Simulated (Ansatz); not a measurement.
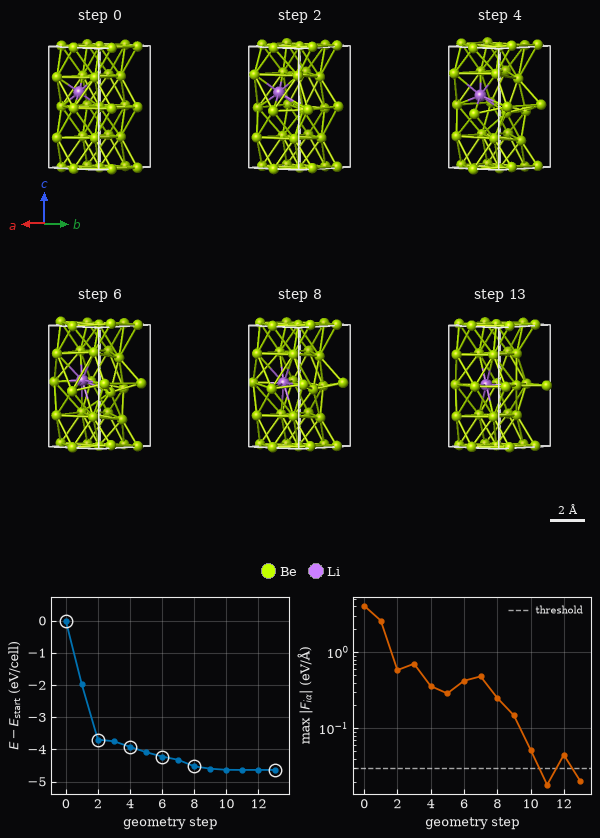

Frames of a relaxation of a defect cell of composition LiBe$_{16}$, marked on the history of the run. Style: ball-and-stick. Shown: the cell of the calculation (origin shifted), from a free direction.

It is an interstitial Li in hcp Be. The run prepares an end point of a later path (interstitial hop) calculation, from a guessed geometry.

These are results of DFT PBE, scalar-relativistic, plane waves, PAW in Ansatz, not measurements. Set-up: plane-wave cutoff 420 eV; k-point mesh 5 × 5 × 3; occupations gaussian; smearing width 0.1 eV; no spin polarisation; atoms relaxed in a fixed cell; force threshold 0.03 eV/Å; at most 60 steps.

What happens along the run?

The energy falls by 4.639 eV per cell of the calculation in 13 geometry steps. The largest force component goes from 4.1 to 0.02 eV/Å. A Be atom moves most: 1.13 Å roughly along [−1 3 0]. By element the largest moves are Be 1.13 Å, Li 0.97 Å. The cell stays as it was. Among the contacts that change: Be–Be 2.290 → 3.696 Å, Be–Be 2.229 → 3.262 Å, Be–Li 1.670 → 2.627 Å, Be–Be 3.196 → 2.242 Å. New bonds form: Be–Li (2.75 → 2.00 Å), Be–Li (2.96 → 2.18 Å), Be–Li (2.97 → 2.22 Å). Bonds break: Be–Li (1.67 → 2.63 Å). Among the angles between lasting bonds that change: Be–Li–Be 93.7° → 178.8°, Be–Li–Be 174.6° → 107.6°, Be–Li–Be 174.8° → 114.8°. From step 0 to 2: Be atoms move most (0.29 Å), energy −3.699 eV per cell of the calculation. From step 2 to 4: a Be atom moves most (0.28 Å), energy −0.222 eV per cell of the calculation. From step 4 to 6: the Li atom moves most (0.40 Å), energy −0.302 eV per cell of the calculation. From step 6 to 8: a Be atom moves most (0.35 Å), energy −0.304 eV per cell of the calculation. From step 8 to 13: a Be atom moves most (0.33 Å), energy −0.112 eV per cell of the calculation.

```tsv
step	E − E(0), meV/atom	largest force component, eV/Å
0	0.00	4.0898
1	-116.63	2.6100
2	-217.58	0.5829
3	-220.49	0.7063
4	-230.67	0.3598
5	-240.44	0.2879
6	-248.42	0.4218
7	-254.38	0.4821
8	-266.32	0.2517
9	-270.62	0.1482
10	-272.67	0.0526
11	-272.86	0.0181
12	-272.86	0.0449
13	-272.90	0.0201
```

Limits of the set-up: the periodic images lie only 4.0 Å apart, so the values are limited by the cell's size.
